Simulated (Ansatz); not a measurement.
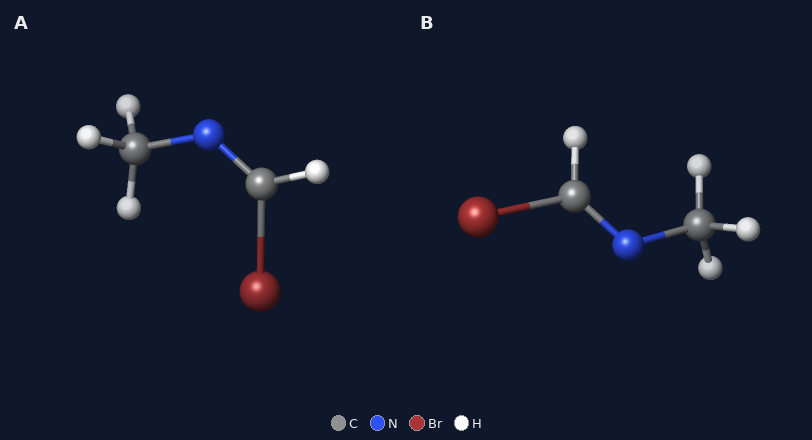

2 stationary structures of one formula. Geometries: PBE0-D4/def2-TZVP. Electronic energies: r2SCAN-D4/def2-TZVPP (Ansatz 0.2.0), without zero-point energy. No frequency run is at hand to confirm each as a minimum.

Which structure is the most stable?

Answer. A is lowest (Cs); B lies 4.7 kcal/mol above it (Cs). A is `C/N=C\Br`, B is `C/N=C/Br`.
